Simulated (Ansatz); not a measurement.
**AlH3 (SMILES [H][Al]([H])[H]) at FCI/3-21G**

What is the vertical singlet–triplet gap of AlH3 at FCI/3-21G? 

The calculation is run with Ansatz 0.2.0.

61 further runs of the same task are left out: 2 that didn't finish, 59 set aside as unsound or not needed.

## 1. The structure to begin with

The species is AlH3 (4 atoms), meant as a singlet with charge 0. SMILES: `[H][Al]([H])[H]`. The shape comes from GFN2-xTB, which is rough for such elements, and wasn't checked as a minimum.

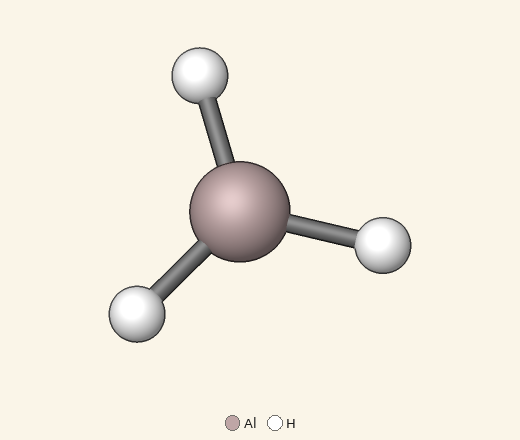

The structure, seen from a chosen angle (aluminium light grey, hydrogen white).

## 2. The energy at FCI/3-21G

input.yaml reads:

```yaml
crystal:
  periodic: [false, false, false]
  atoms:
    - symbol: Al
      position_ang: [-0.000010, -0.000020, 0.000020]
    - symbol: H
      position_ang: [1.552650, -0.030520, 0.014610]
    - symbol: H
      position_ang: [-0.749810, 1.359840, -0.019120]
    - symbol: H
      position_ang: [-0.802830, -1.329300, 0.004480]
basis:
  gaussian:
    orbitals: 3-21G.json
correlation:
  method: fci
  frozen_orbitals: {Al: 5, H: 0}
accuracy: high
```

The basis set 3-21G is read from a file made from the Basis Set Exchange's data (not shown).

Command:

```bash
$ ansatz run input.yaml --threads 1 --pin off --max-ram 2610MiB --events-out events.jsonl --progress --plain --runs-dir runs
```

Output:

```text
Warning: RAYON_NUM_THREADS=1 ignored (pool sized by the plan → 1); use --threads N
Functional definition: HF
  name "HF"
  exchange = exact_x
  correlation = 0
374 factors; integrals over basis functions are off by at most 2.8e-9 eV
mean field evaluation 1: about -6592.5885 eV, gradient 6.2e0 eV
mean field evaluation 2: about -6592.5904 eV, gradient 6.3e0 eV
mean field evaluation 4: about -6592.8361 eV, gradient 1.4e-1 eV
mean field evaluation 8: about -6592.8362 eV, gradient 9.3e-5 eV
mean field -6592.83624219 eV, -242.2822631156 hartree, gradient 6.1e-8 eV, S^2 0.000000; 0 other end points of the search recorded, 0 dependent functions left out
5 core orbitals not correlated: weight in the atoms' cores, before any rotation towards them, 1.000 or more for the frozen orbitals, at most 0.000 for the correlated occupied ones
reference -6592.83624219 eV, -242.2822631156 hartree; 3, 3 occupied and 11, 11 virtual orbitals, 374 factors
state -6594.43834348 eV, -242.3411392521 hartree
Total energy: -6594.43834348 eV, -242.3411392521 hartree
```

Run time: 0.38 s. Hardware: 1 thread of Arm Neoverse V2, shared host.

## 3. The triplet at the same level

input.yaml reads:

```yaml
basis:
  gaussian:
    orbitals: 3-21G.json
crystal:
  periodic: [false, false, false]
  atoms:
    - {symbol: Al, position_ang: [-0.000010, -0.000020, 0.000020]}
    - {symbol: H, position_ang: [1.552650, -0.030520, 0.014610]}
    - {symbol: H, position_ang: [-0.749810, 1.359840, -0.019120]}
    - {symbol: H, position_ang: [-0.802830, -1.329300, 0.004480]}
magnetization:
  spin_polarized: true
  initial_magnetization: 2
correlation:
  method: fci
  frozen_orbitals: {Al: 5, H: 0}
accuracy: high
```

The basis set 3-21G is read from a file made from the Basis Set Exchange's data (not shown).

Command:

```bash
$ ansatz run input.yaml --threads 1 --pin off --max-ram 2610MiB --events-out events.jsonl --progress --plain --runs-dir runs
```

Output, cut to the lines that bear on the results:

```text
Warning: RAYON_NUM_THREADS=1 ignored (pool sized by the plan → 1); use --threads N
Functional definition: HF
  name "HF"
[...]
374 factors; integrals over basis functions are off by at most 2.8e-9 eV
[...]
mean field -6587.69976286 eV, -242.0935009818 hartree, gradient 1.3e-8 eV, S^2 2.004886; 7 other end points of the search recorded, 0 dependent functions left out
determinant -6587.69976286 eV, -242.0935009818 hartree, with singles and doubles -6589.33070332 eV, -242.1534369383 hartree
determinant -6587.69974767 eV, -242.0935004236 hartree, with singles and doubles -6589.33071810 eV, -242.1534374812 hartree
determinant -6587.69976286 eV, -242.0935009818 hartree, with singles and doubles -6589.33271182 eV, -242.1535107491 hartree
determinant -6587.69974767 eV, -242.0935004236 hartree, with singles and doubles -6589.33272645 eV, -242.1535112868 hartree
[...]
5 core orbitals not correlated: weight in the atoms' cores, before any rotation towards them, 1.000 or more for the frozen orbitals, at most 0.000 for the correlated occupied ones
reference -6587.65530677 eV, -242.0918672507 hartree; 4, 2 occupied and 10, 12 virtual orbitals, 374 factors
state -6589.38306073 eV, -242.1553610375 hartree
5 core orbitals not correlated: weight in the atoms' cores, before any rotation towards them, 1.000 or more for the frozen orbitals, at most 0.000 for the correlated occupied ones
state -6589.38307718 eV, -242.1553616423 hartree
Total energy: -6589.38307718 eV, -242.1553616423 hartree
```

Wall time 1.5 s (1 thread of Arm Neoverse V2, shared host).

## 4. What came out

Level: FCI/3-21G, 5 core orbitals frozen.

| quantity | value |
| --- | --- |
| singlet: total energy | -242.34114 Eh |
| singlet: correlation energy (5 core orbitals frozen) | -58.9 mEh |
| triplet: total energy | -242.15536 Eh |
| triplet: correlation energy (5 core orbitals frozen) | -63.5 mEh |
| vertical energy of the triplet above the singlet | 5.055 eV |

At this shape the triplet lies 5.06 eV (117 kcal/mol) above the singlet.
